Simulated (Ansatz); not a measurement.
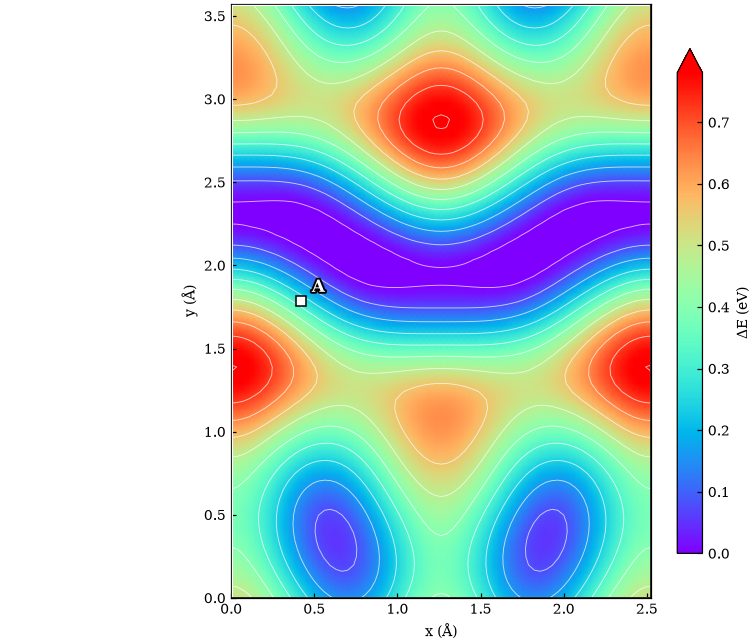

S on a C(110) slab cut from the Fd-3m phase, its upper half relaxed before the scan (20 atoms of substrate and one adsorbate in a 2 × 1 cell). S is moved over the surface cell; relaxed at each place: the height of the adsorbate's atoms; substrate rigid; the origin of the map has the adsorbate above C17. Places are given modulo a cell vector. The map is drawn in real space over the plane of the surface. The grid has 6 × 6 points; 24 points were computed and 12 follow by symmetry. Places are given in fractions of the 1 × 1 surface cell. All energies are given in eV relative to the lowest grid point. Level of theory: DFT PBE, scalar-relativistic, plane waves, PAW in Ansatz 0.2.0. Settings: cutoff 420 eV, k-mesh 5×8×1, gaussian smearing 0.05 eV, spin-polarised.

Drawn: a smooth colour map with a few white contour lines, the outline of one cell of the plane, one colour for all values above the top of the scale, the point A. Between grid points the surface is interpolated.

> Is A at rest? If not, where is it pushed?

A, at (1/6, 3/6) of the cell vectors, is not a stationary point. The computed force is 1.3 eV/Å in the plane, pointing up and right in the picture (components 0.7 and 1.1 eV/Å).

PAW datasets: the set soft_1.
